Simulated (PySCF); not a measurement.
# SiN2H6: spin-spin couplings and electronic excitations at several levels of theory, part 2 of 2

PySCF 2.14.0. Atoms count from 0. Earlier steps stand in the parts before.

### 8 Ultraviolet spectrum: B3LYP/def2-SVPD

The job: settings as JSON, then the geometry in Å.

```
{"job": {"kind": "uv", "xc": "B3LYP", "basis": "def2-SVPD", "ip": true}, "charge": 0, "multiplicity": 1}
N      1.240481    -0.362972     0.012295
Si    -0.309282     0.389032     0.093369
N     -1.508110    -0.822136    -0.164211
H      1.483692    -1.122115     0.637965
H      2.054948     0.170455    -0.266078
H     -0.718925     1.010686     1.397540
H     -0.209586     1.498921    -0.912952
H     -2.432398    -0.729040     0.237712
H     -1.512690    -1.389917    -1.003182
```

Method: TDDFT B3LYP/def2-SVPD, vertical, gas phase, core orbitals frozen in the response.

The program printed:

```text
coarse grid: 7472 points
cycle   1  E = -402.4025760583  dE =  6.876e-02  |g| = 5.804e-01  |ddm| = 3.430e+00
cycle   2  E = -402.2935969340  dE =  1.090e-01  |g| = 8.960e-01  |ddm| = 1.871e+00
cycle   3  E = -402.4761002488  dE = -1.825e-01  |g| = 3.785e-02  |ddm| = 1.194e+00
cycle   4  E = -402.4765528336  dE = -4.526e-04  |g| = 6.019e-03  |ddm| = 8.483e-02
cycle   5  E = -402.4765644613  dE = -1.163e-05  |g| = 1.613e-03  |ddm| = 1.135e-02
cycle   6  E = -402.4765651507  dE = -6.894e-07  |g| = 3.402e-04  |ddm| = 2.762e-03
final grid: 66144 points
cycle   7  E = -402.5214603389  dE = -1.157e-05  |g| = 4.668e-03  |ddm| = 3.789e-02
cycle   8  E = -402.5214535522  dE =  6.787e-06  |g| = 7.302e-03  |ddm| = 1.274e-02
cycle   9  E = -402.5214652207  dE = -1.167e-05  |g| = 1.984e-04  |ddm| = 8.195e-03
cycle  10  E = -402.5214652326  dE = -1.193e-08  |g| = 7.064e-05  |ddm| = 4.269e-04
cycle  11  E = -402.5214652340  dE = -1.361e-09  |g| = 1.462e-05  |ddm| = 1.094e-04
cycle  12  E = -402.5214652340  dE = -3.706e-11  |g| = 8.843e-06  |ddm| = 3.058e-05
converged SCF energy = -402.5214652340

Static polarisability (au): isotropic 46.352, principal 42.810 46.320 49.925

Singlet excitations
state   eV       nm        f      main configurations
  1   6.2774    197.5   0.03394   H->L 0.91, H-1->L+1 0.08
  2   6.4395    192.5   0.03241   H-1->L 0.62, H->L+1 0.37
  3   6.7386    184.0   0.00321   H->L+1 0.61, H-1->L 0.37
  4   6.9988    177.2   0.06154   H-1->L+1 0.89, H->L 0.08
  5   7.4835    165.7   0.03110   H->L+2 0.97
  6   7.7427    160.1   0.00876   H-1->L+2 0.93
  7   7.9257    156.4   0.03884   H->L+3 0.94
  8   8.0901    153.3   0.00051   H-1->L+3 0.60, H->L+4 0.34
  9   8.2131    151.0   0.01117   H->L+6 0.34, H->L+5 0.28, H-1->L+5 0.14
 10   8.2311    150.6   0.02421   H->L+5 0.47, H->L+6 0.19, H-1->L+6 0.10

Triplet excitations (Tamm-Dancoff, eV): 5.9916 6.0800 6.4926 6.5764
Vertical ionisation energy (delta-SCF) = 9.3422 eV
```

It took 18 s on 1 thread of Arm Neoverse V1, shared host; peak memory 0.51 GiB.

In short: HOMO -7.01 eV, LUMO 0.29 eV; lowest singlet 6.28 eV.

### 9 TDDFT and polarisability: PBE0/def2-SVPD

Settings changed since step 8:

```diff
@@ -1,2 +1,2 @@
-{"job": {"kind": "uv", "xc": "B3LYP", "basis": "def2-SVPD", "ip": true}, "charge": 0, "multiplicity": 1}
+{"job": {"kind": "uv", "xc": "PBE0", "basis": "def2-SVPD", "ip": true}, "charge": 0, "multiplicity": 1}
 N      1.240481    -0.362972     0.012295
```

With the program's defaults for keys left out, this is: TDDFT PBE0/def2-SVPD, vertical, gas phase, core orbitals frozen in the response.

The program printed:

```text
coarse grid: 7472 points
cycle   1  E = -402.1443273521  dE =  4.928e-02  |g| = 5.117e-01  |ddm| = 3.348e+00
cycle   2  E = -402.0865918577  dE =  5.774e-02  |g| = 7.159e-01  |ddm| = 1.510e+00
cycle   3  E = -402.2018969226  dE = -1.153e-01  |g| = 3.121e-02  |ddm| = 8.901e-01
cycle   4  E = -402.2021838221  dE = -2.869e-04  |g| = 5.788e-03  |ddm| = 6.765e-02
cycle   5  E = -402.2021934648  dE = -9.643e-06  |g| = 1.637e-03  |ddm| = 1.070e-02
final grid: 66144 points
cycle   6  E = -402.2426090276  dE = -1.069e-05  |g| = 6.544e-03  |ddm| = 3.850e-02
cycle   7  E = -402.2425995174  dE =  9.510e-06  |g| = 9.341e-03  |ddm| = 1.635e-02
cycle   8  E = -402.2426184970  dE = -1.898e-05  |g| = 2.556e-04  |ddm| = 1.010e-02
cycle   9  E = -402.2426185148  dE = -1.784e-08  |g| = 7.216e-05  |ddm| = 5.265e-04
cycle  10  E = -402.2426185163  dE = -1.479e-09  |g| = 2.132e-05  |ddm| = 1.410e-04
cycle  11  E = -402.2426185164  dE = -1.000e-10  |g| = 9.420e-06  |ddm| = 3.093e-05
converged SCF energy = -402.2426185164

Static polarisability (au): isotropic 45.879, principal 42.378 45.847 49.411

Singlet excitations
state   eV       nm        f      main configurations
  1   6.4946    190.9   0.03028   H->L 0.88, H-1->L+1 0.10
  2   6.6472    186.5   0.03565   H-1->L 0.54, H->L+1 0.45
  3   6.9994    177.1   0.00219   H->L+1 0.53, H-1->L 0.44
  4   7.2620    170.7   0.06859   H-1->L+1 0.86, H->L 0.10
  5   7.7119    160.8   0.02894   H->L+2 0.96
  6   8.0131    154.7   0.00614   H-1->L+2 0.91
  7   8.1747    151.7   0.05576   H->L+3 0.90
  8   8.3220    149.0   0.00072   H-1->L+3 0.55, H->L+4 0.34
  9   8.4362    147.0   0.02530   H->L+5 0.71
 10   8.4624    146.5   0.00974   H->L+6 0.41, H-1->L+5 0.28, H->L+5 0.10

Triplet excitations (Tamm-Dancoff, eV): 6.1722 6.2388 6.6962 6.7754
Vertical ionisation energy (delta-SCF) = 9.3560 eV
```

It took 18 s on 1 thread of Arm Neoverse V1, shared host; peak memory 0.51 GiB.

In short: HOMO -7.23 eV, LUMO 0.59 eV; lowest singlet 6.49 eV.

### 10 Excited states and response: BHandHLYP/def2-SVPD

Settings changed since step 9:

```diff
@@ -1,2 +1,2 @@
-{"job": {"kind": "uv", "xc": "PBE0", "basis": "def2-SVPD", "ip": true}, "charge": 0, "multiplicity": 1}
+{"job": {"kind": "uv", "xc": "BHandHLYP", "basis": "def2-SVPD", "ip": true}, "charge": 0, "multiplicity": 1}
 N      1.240481    -0.362972     0.012295
```

Method: TDDFT BHandHLYP/def2-SVPD, vertical, gas phase, core orbitals frozen in the response.

The program printed:

```text
coarse grid: 7472 points
cycle   1  E = -402.3566021946  dE =  3.416e-02  |g| = 4.369e-01  |ddm| = 3.304e+00
cycle   2  E = -402.3581464528  dE = -1.544e-03  |g| = 4.369e-01  |ddm| = 1.063e+00
cycle   3  E = -402.3998951838  dE = -4.175e-02  |g| = 3.020e-02  |ddm| = 5.034e-01
cycle   4  E = -402.4001385399  dE = -2.434e-04  |g| = 4.045e-03  |ddm| = 6.311e-02
cycle   5  E = -402.4001433176  dE = -4.778e-06  |g| = 7.368e-04  |ddm| = 1.205e-02
final grid: 66144 points
cycle   6  E = -402.4290730812  dE = -5.534e-06  |g| = 1.988e-03  |ddm| = 2.117e-02
cycle   7  E = -402.4290730392  dE =  4.196e-08  |g| = 2.141e-03  |ddm| = 4.115e-03
cycle   8  E = -402.4290740124  dE = -9.731e-07  |g| = 7.706e-05  |ddm| = 2.220e-03
cycle   9  E = -402.4290740158  dE = -3.459e-09  |g| = 2.802e-05  |ddm| = 3.309e-04
cycle  10  E = -402.4290740161  dE = -2.814e-10  |g| = 6.347e-06  |ddm| = 6.963e-05
converged SCF energy = -402.4290740161

Static polarisability (au): isotropic 43.987, principal 40.897 43.956 47.106

Singlet excitations
state   eV       nm        f      main configurations
  1   6.8814    180.2   0.02783   H->L 0.74, H-1->L+1 0.20
  2   6.9899    177.4   0.03750   H-1->L 0.52, H->L+1 0.43
  3   7.7154    160.7   0.00302   H->L+1 0.50, H-1->L 0.38
  4   7.9213    156.5   0.07984   H-1->L+1 0.68, H->L 0.18, H->L+3 0.09
  5   8.2398    150.5   0.03548   H->L+2 0.85
  6   8.5023    145.8   0.00040   H-1->L+2 0.51, H->L+6 0.15, H-1->L+5 0.15
  7   8.7070    142.4   0.02383   H->L+3 0.30, H->L+5 0.27, H-1->L+4 0.19
  8   8.8225    140.5   0.00707   H->L+4 0.30, H-1->L+3 0.30, H-1->L+2 0.09
  9   8.8310    140.4   0.05834   H->L+3 0.35, H-1->L+6 0.18, H->L+5 0.14
 10   8.9584    138.4   0.03977   H->L+6 0.35, H-1->L+2 0.27, H-1->L+5 0.18

Triplet excitations (Tamm-Dancoff, eV): 6.5063 6.5600 7.3447 7.3966
Vertical ionisation energy (delta-SCF) = 9.6331 eV
```

Run time: 20 s. Hardware: 1 thread of Arm Neoverse V1, shared host; peak memory 0.51 GiB.

Key values: HOMO -8.56 eV, LUMO 1.09 eV; lowest singlet 6.88 eV.

### 11 Ultraviolet spectrum: CAM-B3LYP/def2-SVPD

Settings changed since step 10:

```diff
@@ -1,2 +1,2 @@
-{"job": {"kind": "uv", "xc": "BHandHLYP", "basis": "def2-SVPD", "ip": true}, "charge": 0, "multiplicity": 1}
+{"job": {"kind": "uv", "xc": "CAM-B3LYP", "basis": "def2-SVPD", "ip": true}, "charge": 0, "multiplicity": 1}
 N      1.240481    -0.362972     0.012295
```

Level: TDDFT CAM-B3LYP/def2-SVPD, vertical, gas phase, core orbitals frozen in the response.

The program printed:

```text
coarse grid: 7472 points
cycle   1  E = -402.3512564325  dE =  4.416e-02  |g| = 4.913e-01  |ddm| = 3.365e+00
cycle   2  E = -402.3400769753  dE =  1.118e-02  |g| = 5.532e-01  |ddm| = 1.270e+00
cycle   3  E = -402.4054536812  dE = -6.538e-02  |g| = 2.592e-02  |ddm| = 6.094e-01
cycle   4  E = -402.4056588462  dE = -2.052e-04  |g| = 4.811e-03  |ddm| = 6.925e-02
cycle   5  E = -402.4056664226  dE = -7.576e-06  |g| = 7.822e-04  |ddm| = 1.815e-02
final grid: 66144 points
cycle   6  E = -402.4517680856  dE = -9.292e-06  |g| = 2.731e-03  |ddm| = 2.040e-02
cycle   7  E = -402.4517676123  dE =  4.733e-07  |g| = 3.203e-03  |ddm| = 5.328e-03
cycle   8  E = -402.4517697463  dE = -2.134e-06  |g| = 8.097e-05  |ddm| = 3.293e-03
cycle   9  E = -402.4517697498  dE = -3.540e-09  |g| = 2.923e-05  |ddm| = 4.005e-04
cycle  10  E = -402.4517697501  dE = -2.959e-10  |g| = 9.109e-06  |ddm| = 1.121e-04
converged SCF energy = -402.4517697501

Static polarisability (au): isotropic 45.438, principal 42.174 45.446 48.693

Singlet excitations
state   eV       nm        f      main configurations
  1   6.5804    188.4   0.02819   H->L 0.76, H-1->L+1 0.19
  2   6.6871    185.4   0.03681   H-1->L 0.52, H->L+1 0.44
  3   7.3789    168.0   0.00276   H->L+1 0.49, H-1->L 0.38
  4   7.6037    163.1   0.07042   H-1->L+1 0.68, H->L 0.15, H->L+3 0.10
  5   7.9399    156.2   0.04080   H->L+2 0.86
  6   8.2302    150.6   0.00053   H-1->L+2 0.55, H->L+6 0.13, H-1->L+5 0.12
  7   8.4162    147.3   0.04076   H->L+3 0.50, H->L+5 0.17, H-1->L+4 0.16
  8   8.5123    145.7   0.00114   H-1->L+3 0.44, H->L+4 0.29, H-2->L+1 0.11
  9   8.5258    145.4   0.03132   H-1->L+6 0.30, H->L+5 0.30, H->L+3 0.22
 10   8.6292    143.7   0.03659   H->L+6 0.45, H-1->L+2 0.22, H-1->L+5 0.18

Triplet excitations (Tamm-Dancoff, eV): 6.2363 6.2897 7.0410 7.1158
Vertical ionisation energy (delta-SCF) = 9.6198 eV
```

Wall time 23 s (1 thread of Arm Neoverse V1, shared host); peak memory 0.52 GiB.

This run: HOMO -8.65 eV, LUMO 1.24 eV; lowest singlet 6.58 eV.

### 12 Comparing the runs: spin-spin couplings

Couplings (Hz), each a mean over the pairs like the one named, with basis size and wall time:

```tsv
run	Si1–H5	N0–H3	H5–H6	N0–Si1	N0–H5	H3–H4	N0–N2	functions	time
B3LYP/def2-TZVP	-178.0	-75.0	19.5	17.4	-7.5	-6.7	5.1	135	13 s
B3LYP/cc-pVTZ	-165.2	-67.7	19.0	15.9	-6.5	-5.5	4.4	178	20 s
B3LYP/6-31G*	-184.5	-75.6	19.2	22.5	-6.5	-6.8	4.3	58	4.8 s
```

### 13 Comparing the runs: electronic excitations

Excitations and ground-state properties, with basis size and wall time:

```tsv
run	lowest singlet (eV)	brightest (eV)	f	gap (eV)	α (Å³)	μ (D)	functions	time
HF/def2-SVPD	7.65	9.16	0.138	13.26	6.16	0.53	112	3.7 s
LDA/def2-SVPD	5.82	7.75	0.082	5.73	7.29	0.68	112	16 s
PBE/def2-SVPD	5.80	7.73	0.081	5.71	7.17	0.71	112	22 s
B3LYP/def2-SVPD	6.28	7.00	0.062	7.30	6.87	0.62	112	18 s
PBE0/def2-SVPD	6.49	7.26	0.069	7.82	6.80	0.65	112	18 s
BHandHLYP/def2-SVPD	6.88	7.92	0.080	9.65	6.52	0.56	112	20 s
CAM-B3LYP/def2-SVPD	6.58	7.60	0.070	9.89	6.73	0.58	112	23 s
```

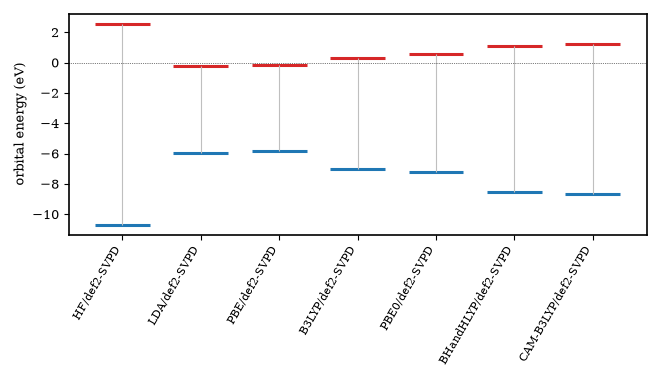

HOMO (blue) and LUMO (red) run by run.

### 14 Results

What follows sums up all 2 parts.

| quantity | value |
| --- | --- |
| largest coupling of the table (B3LYP/def2-TZVP) | ¹J(Si,H) Si1–H5, -178.0 Hz |
| lowest singlet (HF/def2-SVPD) | 7.65 eV (162 nm), f = 0.027 |
| brightest single state of those computed | state 5, 9.16 eV, f = 0.138 |
| lowest triplet | 7.09 eV |
| range of J(Si1,H5), mean over like pairs | -184.5 to -165.2 Hz |
| range of the lowest singlet | 5.80 to 7.65 eV |

What this shows: Single values in the summary come from the first run of each kind that ended normally (B3LYP/def2-TZVP; HF/def2-SVPD), which need not be the best level. In the run at B3LYP/def2-TZVP, the largest coupling of the table is Si1–H5 (mean over like pairs), -178.0 Hz, of which the Fermi-contact term gives -178.4 Hz. The lowest singlet, at 7.65 eV, is HOMO→LUMO 0.53, HOMO−1→LUMO+1 0.27 and is weak; of the 10 states computed, the strongest absorption comes from state 5 at 9.16 eV (the last state computed is bright too, and its partners may lie past the list). The lowest triplet lies 0.56 eV below the lowest singlet (triplets in Tamm-Dancoff, singlets in full TDDFT). The coupling Si1–H5, as a mean over pairs of its kind, runs from -184.5 Hz (B3LYP/6-31G*) to -165.2 Hz (B3LYP/cc-pVTZ). The lowest singlet runs from 5.80 eV (PBE/def2-SVPD) to 7.65 eV (HF/def2-SVPD), while the orbital gap spans 5.71 to 13.26 eV: the excitation energy moves far less from run to run than the orbital gap does. The lowest state need not be the same one in every run. The runs solved for a few states only, so the brightest column depends on that window. Couplings from bases without tight functions are rough.
